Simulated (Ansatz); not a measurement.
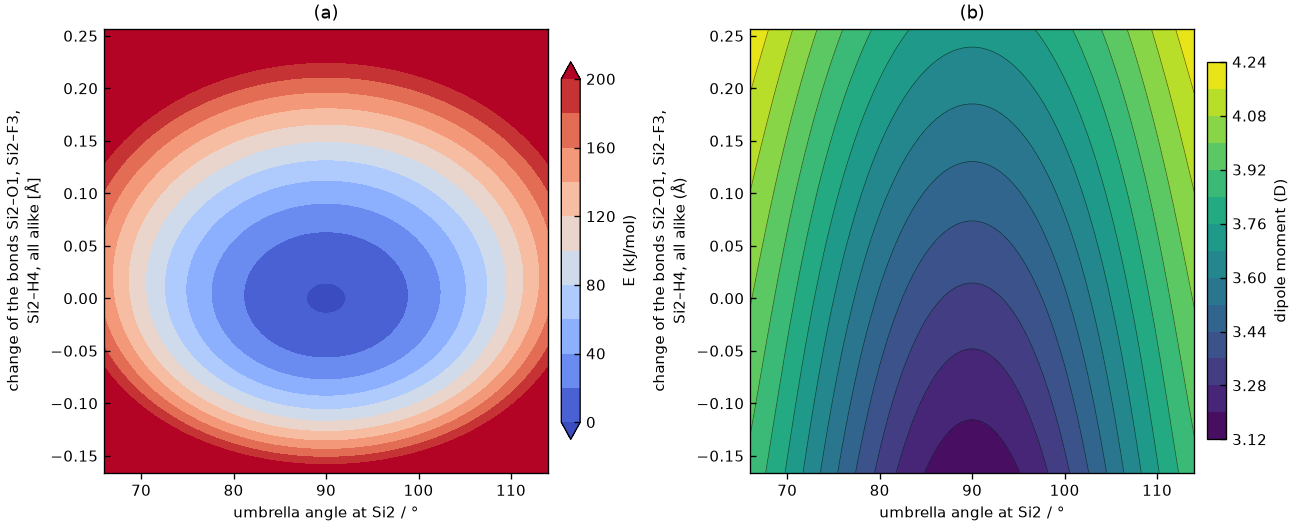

FHOSi, SMILES O=[SiH]F. 
- Coordinates scanned: (1) umbrella angle at Si2 (between each of its bonds and their common axis; 90 is planar); (2) change of the bonds Si2–O1, Si2–F3, Si2–H4, all alike.
- Nothing is relaxed (all other coordinates rigid).
- Grid: 15 × 15 points; 120 points were computed and 105 follow by symmetry.
- Points are written as (first, second).
- All energies are given in kJ/mol relative to the lowest grid point.
- The calculation used Ansatz 0.2.0, RKS CAM-B3LYP-D4/def2-TZVP.

Panel (a) is the energy and panel (b) the computed dipole moment on the same grid.

Drawn: filled contours, one colour for all values above the top of the scale. Between grid points the surface is interpolated.

Question: How does the dipole moment vary over the map, and what is it at the lowest grid point?

Answer: Leaving out the highest fifth of the energies, it runs from 3.14 D at (90.0°, −0.166 Å) to 4.13 D at (66.0°, 0.166 Å). At the lowest grid point, (90.0°, 0.015 Å), it is 3.36 D.
